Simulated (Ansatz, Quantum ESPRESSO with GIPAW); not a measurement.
# Solid-state NMR of CH4O by GIPAW, part 2 of 2

The task is to compute NMR shifts of CH4O site by site and to simulate its spectra.

Quantum ESPRESSO with GIPAW; PBEsol.

So far. Step 3 (Magnetic response): In this run the largest span is that of O (site symmetry 1), with principal values 226.6, 288.8 and 355.6 ppm.

## Step 4: Electric field gradients

Level of this step: DFT, PBEsol, plane-wave PAW, default files, scalar-relativistic, field gradients (Ansatz).

2H and 17O have a quadrupole moment, which couples to the field gradient and broadens the lines. The gradient is a property of the ground-state density and needs no response; it is taken from a second code that counts the whole PAW charge. C_Q = eQV_zz/h, with Q = 0.00285783 barn for 2H, -0.02558 barn for 17O.

This step: DFT, PBEsol, plane-wave PAW, default files (PAW set soft_2), scalar-relativistic, field gradients (Ansatz 0.2.0), on the same atoms.

input.yaml reads:

```yaml
crystal:
  lattice:
    - [4.6411, 0.0, 0.0]
    - [0.0, 4.8728, 0.0]
    - [0.0, 0.0, 8.8671]
  atoms:
    - { symbol: O, position: [0.2603670659, 0.286327136, 0.5672793244] }
    - { symbol: O, position: [0.2396329341, 0.713672864, 0.0672793244] }
    - { symbol: O, position: [0.7396329341, 0.786327136, 0.9327206756] }
    - { symbol: O, position: [0.7603670659, 0.213672864, 0.4327206756] }
    - { symbol: C, position: [0.2510399738, 0.5442232126, 0.6431256171] }
    - { symbol: C, position: [0.2489600262, 0.4557767874, 0.1431256171] }
    - { symbol: C, position: [0.7489600262, 0.0442232126, 0.8568743829] }
    - { symbol: C, position: [0.7510399738, 0.9557767874, 0.3568743829] }
    - { symbol: H, position: [0.0637863426, 0.556461306, 0.7199283866] }
    - { symbol: H, position: [0.4362136574, 0.443538694, 0.2199283866] }
    - { symbol: H, position: [0.9362136574, 0.056461306, 0.7800716134] }
    - { symbol: H, position: [0.5637863426, 0.943538694, 0.2800716134] }
    - { symbol: H, position: [0.241186375, 0.7180389591, 0.5631968503] }
    - { symbol: H, position: [0.258813625, 0.2819610409, 0.0631968503] }
    - { symbol: H, position: [0.758813625, 0.2180389591, 0.9368031497] }
    - { symbol: H, position: [0.741186375, 0.7819610409, 0.4368031497] }
    - { symbol: H, position: [0.4480012812, 0.5648436801, 0.7115999163] }
    - { symbol: H, position: [0.0519987188, 0.4351563199, 0.2115999163] }
    - { symbol: H, position: [0.5519987188, 0.0648436801, 0.7884000837] }
    - { symbol: H, position: [0.9480012812, 0.9351563199, 0.2884000837] }
    - { symbol: H, position: [0.0677111754, 0.2577774231, 0.5151671802] }
    - { symbol: H, position: [0.4322888246, 0.7422225769, 0.0151671802] }
    - { symbol: H, position: [0.9322888246, 0.7577774231, 0.9848328198] }
    - { symbol: H, position: [0.5677111754, 0.2422225769, 0.4848328198] }
kpoints:
  mp_grid: { grid: [4, 4, 2] }
scf:
  occupations: { method: fixed }
hamiltonian:
  xc: pbesol
  pseudopotentials: { kind: paw, frozen_core: stored }
output:
  forces: false
  stress: false
  efg: { quadrupole_moments_barn: { O: -0.02558, H: 0.00285783 } }
```

Launch:

```sh
$ ansatz run input.yaml --threads 4 --pin off --max-ram 16384MiB --backend cpu --events-out ev --progress --plain --runs-dir out
```

The program printed:

```text
[... set-up, SCF cycles and energies left out ...]
--- PAW observables at the nuclei: V_zz in 10²¹ V/m², potentials from the cell's mean, atoms counted from 1 ---
  atom   1  O  V_zz =   -15.542150   η = 0.9596   by run symmetry: allowed   C_q = +9.6132 MHz
  atom   2  O  V_zz =   -15.542150   η = 0.9596   by run symmetry: allowed   C_q = +9.6132 MHz
  atom   3  O  V_zz =   -15.542150   η = 0.9596   by run symmetry: allowed   C_q = +9.6132 MHz
  atom   4  O  V_zz =   -15.542150   η = 0.9596   by run symmetry: allowed   C_q = +9.6132 MHz
  atom   5  C  V_zz =    +4.004060   η = 0.0392   by run symmetry: allowed
  atom   6  C  V_zz =    +4.004060   η = 0.0392   by run symmetry: allowed
  atom   7  C  V_zz =    +4.004060   η = 0.0392   by run symmetry: allowed
  atom   8  C  V_zz =    +4.004060   η = 0.0392   by run symmetry: allowed
  atom   9  H  V_zz =    +2.566092   η = 0.0845   by run symmetry: allowed   C_q = +0.1773 MHz
  atom  10  H  V_zz =    +2.566092   η = 0.0845   by run symmetry: allowed   C_q = +0.1773 MHz
  atom  11  H  V_zz =    +2.566092   η = 0.0845   by run symmetry: allowed   C_q = +0.1773 MHz
  atom  12  H  V_zz =    +2.566092   η = 0.0845   by run symmetry: allowed   C_q = +0.1773 MHz
  atom  13  H  V_zz =    +2.611772   η = 0.0706   by run symmetry: allowed   C_q = +0.1805 MHz
  atom  14  H  V_zz =    +2.611772   η = 0.0706   by run symmetry: allowed   C_q = +0.1805 MHz
  atom  15  H  V_zz =    +2.611772   η = 0.0706   by run symmetry: allowed   C_q = +0.1805 MHz
  atom  16  H  V_zz =    +2.611772   η = 0.0706   by run symmetry: allowed   C_q = +0.1805 MHz
  atom  17  H  V_zz =    +2.608319   η = 0.0888   by run symmetry: allowed   C_q = +0.1802 MHz
  atom  18  H  V_zz =    +2.608319   η = 0.0888   by run symmetry: allowed   C_q = +0.1802 MHz
  atom  19  H  V_zz =    +2.608319   η = 0.0888   by run symmetry: allowed   C_q = +0.1802 MHz
  atom  20  H  V_zz =    +2.608319   η = 0.0888   by run symmetry: allowed   C_q = +0.1802 MHz
  atom  21  H  V_zz =    +2.402670   η = 0.2177   by run symmetry: allowed   C_q = +0.1660 MHz
  atom  22  H  V_zz =    +2.402670   η = 0.2177   by run symmetry: allowed   C_q = +0.1660 MHz
  atom  23  H  V_zz =    +2.402670   η = 0.2177   by run symmetry: allowed   C_q = +0.1660 MHz
  atom  24  H  V_zz =    +2.402670   η = 0.2177   by run symmetry: allowed   C_q = +0.1660 MHz
[the lines on potentials at the nuclei are left out]
```

It took 3.1 s on 4 threads of Arm Neoverse V1, shared host; peak memory 0.54 GiB.

Among nuclei of half-integer spin the second-order effect is largest for 17O on O (spin 5/2, C_Q 9.61 MHz): at 9.4 T it moves the centre of gravity of the MAS line by -246 ppm from δ_iso, and by a quarter of that at twice the field, by δ_Q = −(3/40)(C_Q/ν0)²(1 + η²/3)[I(I+1) − 3/4]/[I²(2I−1)²] × 10⁶ ppm with ν0 = 54.3 MHz.

## Step 5: NMR parameters by site

Spectra are read against a reference compound, and shifts rise as shieldings fall. A slope other than one corrects for the functional's tendency to overstate or understate differences of shielding. For ¹H and ⁷Li, with little paramagnetic shielding, slope and scatter come mostly from geometry, vibration and the shape term.

Reference lines, from the same functional and files: 13C: δ = (162.2 − σ), zero at TMS, fitted to 6 measured values, from C, KHCO3, Li2CO3, MgCO3, Na2CO3 and SiC, with a scatter of 0.77 ppm r.m.s., on σ without the shape term; 1H: δ = (29.71 − σ) / 1.204, zero at TMS, fitted to 11 measured values, from Ca(BH4)2, Ca(OH)2, CsH2PO4, LiBH4, LiH, MgH2, NaH, NaOH and NH4H2PO4, with a scatter of 0.61 ppm r.m.s., with σ taken with the shape term of a sphere (5.3 ppm here). Kinds of site that fitted badly were split off after the misses were seen, so the scatter is that of the points kept.

Covalently bonded atoms count as neighbours within 1.18 times the sum of their radii. Otherwise a cation's neighbours lie within 1.2 times its shortest bond (1.3 for large cations, each anion's radius taken off where they differ), and an anion's are the cations that count it.

```
site  atom no.  atoms in cell                       surroundings     bonds (Å)  δ_iso (ppm)  C_Q (MHz)   η_Q
   O         1              4                           hydroxyl  1.02 to 1.43            -       9.61  0.96
   C         5              4                               COH3  1.10 to 1.43         43.9          -     -
H(1)         9              4                         bound to C         1.106         2.93      0.177  0.08
H(2)        13              4                         bound to C         1.105         3.08      0.180  0.07
H(3)        17              4                         bound to C         1.102         2.83      0.180  0.09
H(4)        21              4  bound to O, H bond to O at 1.62 Å         1.016         6.79      0.166  0.22
```

The 4 H sites spread over 4.77 ppm in shielding, from H(4) (least shielded) to H(3).

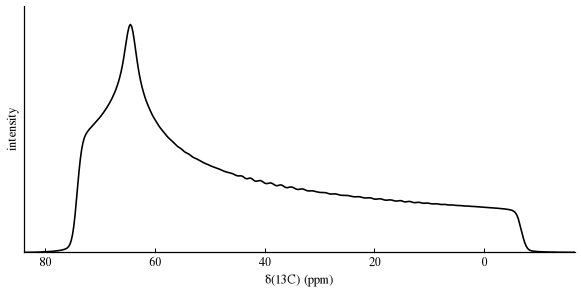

Simulated spectrum: 13C static powder, 23.5 T (251.6 MHz), lines broadened by 1.6 ppm; rigid lattice, with dipolar and J couplings left out. Most prominent maxima (ppm: height): 64.5: 1.00.

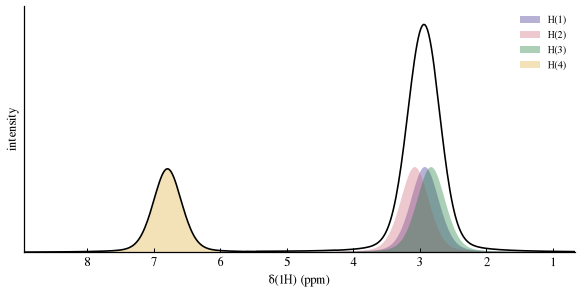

Simulated spectrum: 1H MAS at 25 kHz, 11.7 T (498.2 MHz), lines broadened by 0.5 ppm; rigid lattice, with dipolar and J couplings left out. Lines over 1.5 % of the strongest (ppm: area): 6.79: 0.33, 2.94: 1.00.

At this broadening the 4 sites give 2 resolved isotropic lines.

## Step 6: What came out

```json
{
 "13C shift": "43.9 ppm",
 "1H shift": "6.79, 3.08, 2.93, 2.83 ppm",
 "2H size of C_Q": "0.166, 0.180, 0.177, 0.180 MHz",
 "17O shielding without shape term": "290.4 ppm",
 "17O size of C_Q": "9.61 MHz"
}
```

13C has one site (COH3), with isotropic shift 43.9 ppm. 1H has 4 sites, in the ratio 1:1:1:1: H(4) (bound to O, H bond to O at 1.62 Å) at a shift of 6.79, H(2) (bound to C) at a shift of 3.08, H(1) (bound to C) at a shift of 2.93 and H(3) (bound to C) at a shift of 2.83 ppm. The closest two lie 0.094 ppm apart, less than the scatter of the reference line; errors within one crystal cancel in part, but their order is not certain. No sound run at another cutoff or mesh is at hand, so convergence rests on the f-sum rule and on experience with these files. Hydrogen's values are less sure: spans of ¹H carry errors of some ppm on PAW files, the bulk susceptibility matters on its narrow scale, and it is treated as a fixed classical nucleus at 0 K. In PBE checks against another PAW code, field gradients made this way came out (cores as stored) 4 to 9 % larger on O (three silicas and corundum) and 6 % smaller on Al (corundum alone). This build of gipaw.x prints that it is not audited and that its numbers are no references by themselves. It also reports spline_ps as false although the input sets it; why was not traced. The field gradients use PAW files made for PBE.

[Banner, clock, file and message-heading lines were taken out of the pw.x and gipaw.x logs.]

[Logs are printed without paths, hosts, clocks, repeated set-up lines and the standing remarks that a program may print on its own settings, such as how far it seeks lower states.]

[Hosts, paths, dates, database ids (printed as entryN), source tags and the programs' standing remarks are cut or masked in the printed files.]

[Where no reference line passes its bar on scatter, no shift is given, so a measured shift of this compound may stand uncompared.]
